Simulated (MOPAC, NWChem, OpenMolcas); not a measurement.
**CH5FOSi (SMILES CO[SiH2]F): methods side by side**

The species is CH5FOSi (9 atoms), meant as a singlet with charge 0. As SMILES, `CO[SiH2]F`. Geometry: relaxed at PBE0-D4/def2-TZVP. This is one conformer, not always the lowest.

| atom | x (Å) | y (Å) | z (Å) |
| --- | --- | --- | --- |
| C | -0.2802 | 1.1507 | -0.6884 |
| O | -0.7436 | -0.0642 | -0.1380 |
| Si | 0.1689 | -1.1277 | 0.6799 |
| F | 1.2020 | -1.8652 | -0.2901 |
| H | 0.1896 | 0.9790 | -1.6608 |
| H | -1.1359 | 1.8136 | -0.8230 |
| H | 0.4434 | 1.6435 | -0.0290 |
| H | -0.7482 | -2.1417 | 1.2319 |
| H | 0.9924 | -0.4342 | 1.7003 |

Quantity: the dipole moment, in D. The values are calculated.

```tsv
level	kind	program	value (D)
PM7	semi-empirical	MOPAC	2.21
HF/def2-SVP	Hartree–Fock	NWChem	1.88
SVWN5/def2-SVP	LDA	OpenMolcas	1.60
PBE/def2-SVP	GGA	OpenMolcas	1.55
TPSS/def2-SVP	meta-GGA	OpenMolcas	1.60
B3LYP/def2-SVP	global hybrid	OpenMolcas	1.63
```

The values span 1.55 to 2.21 D. Magnitudes only.

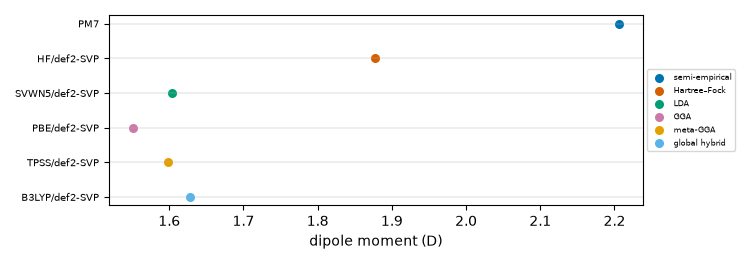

The values of the table, level by level.
